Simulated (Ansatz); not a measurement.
# C2H7Al (SMILES C[CH2][AlH2]) at B3LYP/6-31G(d) (spherical functions)

What is the electronic atomisation energy of C2H7Al at B3LYP/6-31G* (spherical functions)? 

The calculation is run with Ansatz 0.2.0.

21 further runs of the same task are left out: 21 set aside as unsound or not needed. Runs told in other sessions of the task aren't counted.

**1. Starting point**

The species is C2H7Al (10 atoms), meant as a singlet with charge 0. As SMILES, `C[CH2][AlH2]`. Geometry: relaxed at PBE0-D4/def2-TZVP.

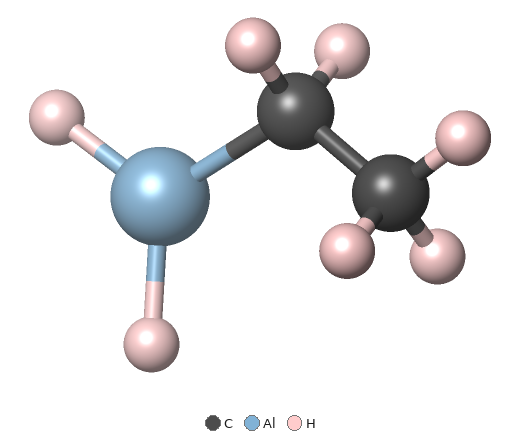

Viewed from a chosen angle; carbon dark grey, aluminium light blue, hydrogen pink.

**2. A single-point energy at B3LYP/6-31G(d) (spherical functions)**

in.yaml

```yaml
basis:
  gaussian: {orbitals: 6-31G_st_-spherical.json}
crystal:
  periodic: [false, false, false]
  atoms:
    - {symbol: C, position_ang: [-0.939200, 0.315000, -0.881100]}
    - {symbol: C, position_ang: [-0.218500, -0.592500, 0.114200]}
    - {symbol: Al, position_ang: [1.379400, 0.134900, 0.981700]}
    - {symbol: H, position_ang: [-1.818700, -0.166800, -1.319100]}
    - {symbol: H, position_ang: [-0.285500, 0.607100, -1.707400]}
    - {symbol: H, position_ang: [-1.279400, 1.241200, -0.410000]}
    - {symbol: H, position_ang: [0.075900, -1.534200, -0.370400]}
    - {symbol: H, position_ang: [-0.905800, -0.910100, 0.910700]}
    - {symbol: H, position_ang: [2.176600, -0.747600, 2.039500]}
    - {symbol: H, position_ang: [1.898300, 1.601800, 0.644700]}
hamiltonian: {xc: {name: B3LYP}}
accuracy: high
output: {orbitals: {seedname: orbitals}}
```

The basis set 6-31G* is read from a file made from the Basis Set Exchange's data (not shown).

Started as:

```bash
$ ansatz run in.yaml --threads 1 --pin off --max-ram 2610MiB --events-out events.jsonl --progress --plain --runs-dir runs
```

What it wrote:

```text
Warning: RAYON_NUM_THREADS=1 ignored (pool sized by the plan → 1); use --threads N
Functional definition: B3LYP
  name "B3LYP"
  parameter a0 = 0.2
  parameter ax = 0.72
  parameter ac = 0.81
  exchange = (1 - a0 - ax)*slater_x + ax*b88_x + a0*exact_x
  correlation = (1 - ac)*vwn_rpa_c + ac*lyp_c
1473 factors; integrals over basis functions are off by at most 3.5e-9 eV
mean field evaluation 1: about -8778.5082 eV, gradient 5.0e1 eV
mean field evaluation 2: about -8773.5889 eV, gradient 6.4e1 eV
mean field evaluation 4: about -8784.8726 eV, gradient 1.7e0 eV
mean field evaluation 8: about -8784.8750 eV, gradient 8.6e-3 eV
mean field evaluation 16: about -8784.8750 eV, gradient 2.4e-7 eV
mean field -8784.87495726 eV, -322.8382000771 hartree, gradient 2.0e-8 eV, S^2 0.000000; 0 other end points of the search recorded, 0 dependent functions left out
reference -8784.87499965 eV, -322.8382016351 hartree; 16, 16 occupied and 44, 44 virtual orbitals, 1473 factors
Total energy: -8784.87499965 eV, -322.8382016351 hartree
```

Wall time 4.5 s (1 thread of Arm Neoverse V1, shared host); peak memory 0.18 GiB.

**3. The Al atom**

molecule.yaml

```yaml
crystal:
  periodic: [false, false, false]
  atoms:
    - {symbol: Al, position_ang: [0.000000, 0.000000, 0.000000]}
basis:
  gaussian:
    orbitals: 6-31G_st_-spherical.json
magnetization:
  spin_polarized: true
  initial_magnetization: 1
hamiltonian:
  xc: {name: B3LYP}
accuracy: high
```

The basis set 6-31G* is read from a file made from the Basis Set Exchange's data (not shown).

Started as:

```bash
$ ansatz run molecule.yaml --threads 1 --pin off --max-ram 2610MiB --events-out events.jsonl --progress --plain --runs-dir runs
```

What it wrote, cut to the lines that bear on the results:

```text
Warning: RAYON_NUM_THREADS=1 ignored (pool sized by the plan → 1); use --threads N
[... 7 set-up lines as earlier in the session ...]
140 factors; integrals over basis functions are off by at most 3.7e-9 eV
mean field evaluation 1: about -6595.0986 eV, gradient 1.4e0 eV
mean field evaluation 2: about -6595.1270 eV, gradient 3.0e-1 eV
mean field evaluation 4: about -6595.1290 eV, gradient 8.2e-2 eV
mean field evaluation 8: about -6595.1290 eV, gradient 6.5e-5 eV
mean field evaluation 16: about -6595.1305 eV, gradient 6.3e-2 eV
mean field -6595.12904725 eV, -242.3665221476 hartree, gradient 8.4e-8 eV, S^2 0.752145; 1 other end points of the search recorded, 0 dependent functions left out
reference -6595.12906861 eV, -242.3665229324 hartree; 7, 6 occupied and 11, 12 virtual orbitals, 140 factors
Total energy: -6595.12906861 eV, -242.3665229324 hartree
```

Run time: 1.2 s. Hardware: 1 thread of Arm Neoverse V1, shared host.

**4. The C atom**

run.yaml

```yaml
crystal:
  periodic: [false, false, false]
  atoms:
    - {symbol: C, position_ang: [0.000000, 0.000000, 0.000000]}
basis:
  gaussian: {orbitals: 6-31G_st_-spherical.json}
magnetization: {spin_polarized: true, initial_magnetization: 2}
hamiltonian: {xc: {name: B3LYP}}
accuracy: high
```

The basis set 6-31G* is read from a file made from the Basis Set Exchange's data (not shown).

Run the same way, it converges to -37.84469 Eh (log not shown).

**5. The H atom at the same level**

job.yaml

```yaml
basis:
  gaussian:
    orbitals: "6-31G*"
crystal:
  periodic: [false, false, false]
  atoms:
    - {symbol: H, position_ang: [0.000000, 0.000000, 0.000000]}
hamiltonian:
  xc: {name: B3LYP}
accuracy: high
magnetization:
  spin_polarized: true
  initial_magnetization: 1
```

Run the same way, it converges to -0.50027 Eh (log not shown).

**6. What came out**

Level: B3LYP/6-31G* (spherical functions).

| quantity | value |
| --- | --- |
| molecule: total energy | -322.83820 Eh |
| molecule: HOMO energy | -7.17 eV |
| molecule: LUMO energy | -1.44 eV |
| molecule: HOMO–LUMO gap | 5.74 eV |
| Al atom: total energy | -242.36652 Eh |
| Al atom: ⟨S²⟩ | 0.752 |
| C atom: total energy | -37.84469 Eh |
| C atom: ⟨S²⟩ | 2.002 |
| H atom: total energy | -0.50027 Eh |
| H atom: ⟨S²⟩ | 0.750 |
| electronic atomisation energy | 34.841 eV |

Taking the molecule apart into free atoms costs 34.84 eV (803 kcal/mol), before zero-point energy and without spin-orbit coupling.
